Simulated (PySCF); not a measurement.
```xyz
16

C    -2.7686    0.0325    0.2022
N    -1.3367    0.1843    0.2753
Si   -0.3338    0.2846   -1.1214
Si    1.8415    0.4743   -0.3912
C     2.3126   -0.8341    0.9058
H    -3.0090   -0.5733   -0.6681
H    -3.1445   -0.4732    1.0946
H    -3.2892    0.9917    0.1026
H    -1.0647    0.6953    1.1014
H    -0.7138    1.3866   -2.0340
H    -0.6577   -0.9405   -1.8701
H     2.7662    0.3204   -1.5238
H     2.1649    1.7867    0.1963
H     3.3499   -0.7375    1.2142
H     1.6960   -0.7516    1.7966
H     2.1792   -1.8372    0.5106
```

Geometry: GFN2-xTB.

These are results of PySCF, CAM-B3LYP/def2-SVPD, SCF density, gas phase, not measurements.

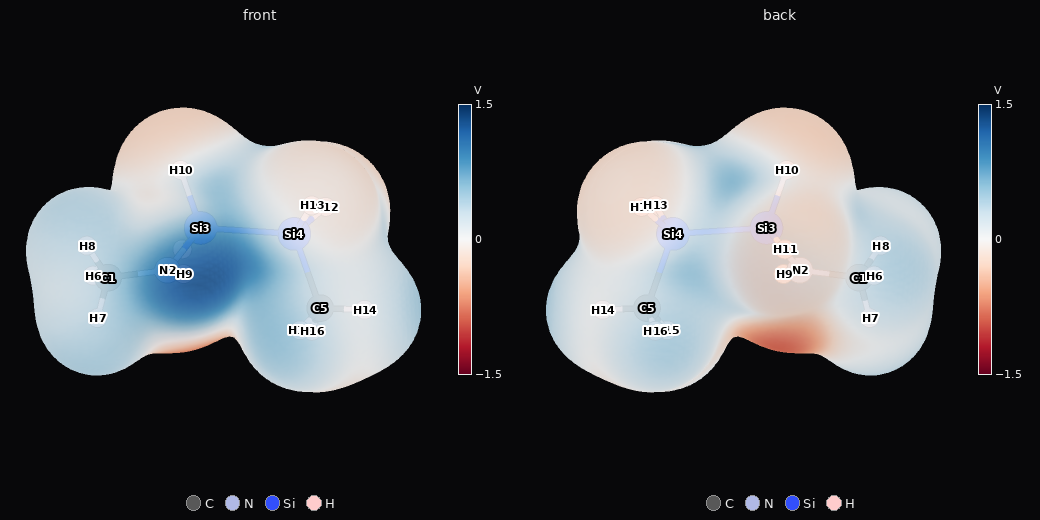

C2H11NSi2 (SMILES CN[SiH2][SiH2]C). The molecular electrostatic potential painted on the density surface at 0.001 e/bohr³, seen from the front and from behind; the colour scale runs from red (negative) to blue (positive).

### Which sites attract a positive test charge, and which a negative one?

A positive charge is drawn to the negative regions and a negative charge to the positive ones. The most negative region (about −0.8 V) lies over N2, the most positive (about +1.3 V) over H9.
